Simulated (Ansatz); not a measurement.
**CH5AlOS: a ladder of functionals and wavefunction methods**

How much do the methods differ for CH5AlOS? The plan is to run it at one geometry with functionals of several rungs and with coupled cluster. The yardstick is the atomisation energy at the CCSD(T) limit.

The runs use Ansatz 0.2.0, Gaussian basis; functionals in def2-TZVPP, the program's frozen cores in correlated methods.

The runs, in order: LDA (SPW92), PBE-D4, revPBE-D4, BLYP-D4, r2SCAN-D4, B97M-V, PBE0-D4, B3LYP-D4, r2SCANh-D4, r2SCAN0-D4, HSE06-D4, BHLYP-D4, CAM-B3LYP-D4, LC-ωPBE, ωB97X-V, ωB97M-V, B2PLYP, PBE-QIDH; CCSD(T)/def2-SVP; CCSD(T)/def2-TZVPP; MP2/def2-QZVPP; extrapolation to the limit; RPA on PBE.

## (1) Structure used throughout

The geometry comes from an earlier relaxation with PBE0-D4 in a triple-zeta def2 set; it is a stationary point, not always the lowest conformer.

9 atoms, charge 0, spin multiplicity 1.

Atoms are counted from 1 here; the program's logs count them from 0.

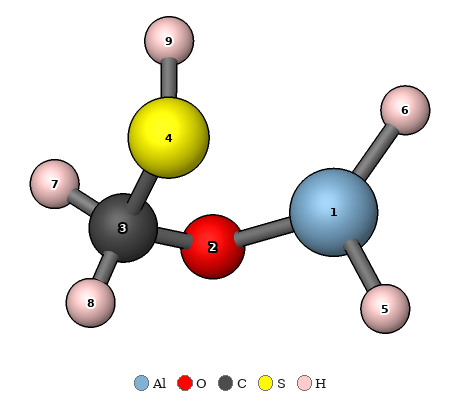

The geometry (aluminium light blue, oxygen red, carbon dark grey, sulfur yellow, hydrogen pink); atoms are numbered from 1 in the order of the file.

## (2) LDA

This LDA is Slater exchange with PW92 correlation.

Contents of in.yaml:

```yaml
crystal:
  periodic: [false, false, false]
  atoms:
    - {symbol: Al, position_ang: [-0.076285, 1.248892, -0.676540]}
    - {symbol: O, position_ang: [-0.337182, -0.460556, -1.058979]}
    - {symbol: C, position_ang: [0.192412, -1.185122, -0.040803]}
    - {symbol: S, position_ang: [0.457465, -0.045863, 1.439438]}
    - {symbol: H, position_ang: [1.301814, 1.876487, -1.148992]}
    - {symbol: H, position_ang: [-1.374566, 2.122692, -0.428552]}
    - {symbol: H, position_ang: [-0.448640, -2.003826, 0.300624]}
    - {symbol: H, position_ang: [1.201960, -1.571426, -0.234915]}
    - {symbol: H, position_ang: [-0.828478, -0.027576, 1.831517]}
basis:
  gaussian: {orbitals: def2-TZVPP}
hamiltonian: {xc: lda}
output: {orbitals: {seedname: orbitals}}
```

On the command line:

```sh
> ansatz run in.yaml --threads 2 --pin off --events-out ev --progress --plain --max-ram 4352MiB
```

Further steps of the session: PBE-D4 (GGA); revPBE-D4 (GGA); BLYP-D4 (GGA); r2SCAN-D4 (meta-GGA); B97M-V (meta-GGA); PBE0-D4 (hybrid); B3LYP-D4 (hybrid); r2SCANh-D4 (hybrid); r2SCAN0-D4 (hybrid); HSE06-D4 (hybrid); BHLYP-D4 (hybrid); CAM-B3LYP-D4 (range-separated); LC-ωPBE (range-separated); ωB97X-V (range-separated); ωB97M-V (range-separated); B2PLYP (double hybrid); PBE-QIDH (double hybrid); CCSD(T) in def2-SVP; CCSD(T) in def2-TZVPP; MP2 in def2-QZVPP; RPA on PBE orbitals.

Before running them: what should the planned runs give, taken together? Wanted: atomisation energy, CCSD(T)/CBS; farthest beyond LDA; mean size of error, GGA; mean size of error, meta-GGA; mean size of error, hybrid; mean size of error, range-separated; mean size of error, double hybrid; gap, smallest and largest; T1 diagnostic.

**Answer**, as computed:

```
                               quantity                                                  value
        atomisation energy, CCSD(T)/CBS                                          2980.9 kJ/mol
 functionals within 14.9 kJ/mol (0.5 %)  r2SCAN-D4, r2SCANh-D4, CAM-B3LYP-D4, ωB97X-V, ωB97M-V
                    farthest beyond LDA                               BHLYP-D4 (-107.3 kJ/mol)
                mean size of error, GGA                                            30.5 kJ/mol
           mean size of error, meta-GGA                                            18.9 kJ/mol
             mean size of error, hybrid                                            37.0 kJ/mol
    mean size of error, range-separated                                            13.4 kJ/mol
      mean size of error, double hybrid                                            45.1 kJ/mol
              gap, smallest and largest              4.51 eV (LDA (SPW92)), 11.90 eV (LC-ωPBE)
                          T1 diagnostic                                                 0.0123
triples share of the correlation energy                                                  3.9 %
```

What this shows: The LDA atomisation energy is off by 430.9 kJ/mol (14 %): it overbinds. PBE-D4 misses by +34.8 kJ/mol. Double hybrids carry the basis error of their MP2 part in triple zeta, and no dispersion term here, so their miss is partly the set-up's. Taken by rung, range-separated functionals do best (13.4 kJ/mol on average) and double hybrid ones worst beyond LDA (45.1 kJ/mol). The gap between the best rungs is small, so their order is not settled. The reference freezes the cores and leaves out relativity and excitations past (T), so misses under about 14.9 kJ/mol can't be ranked. Hartree-Fock recovers 71 % of the binding; the rest is correlation. CCSD(T) in def2-SVP is off by -189.7 kJ/mol, which most functionals beat. Orbital gaps span 4.5 to 11.9 eV; exact exchange widens them.
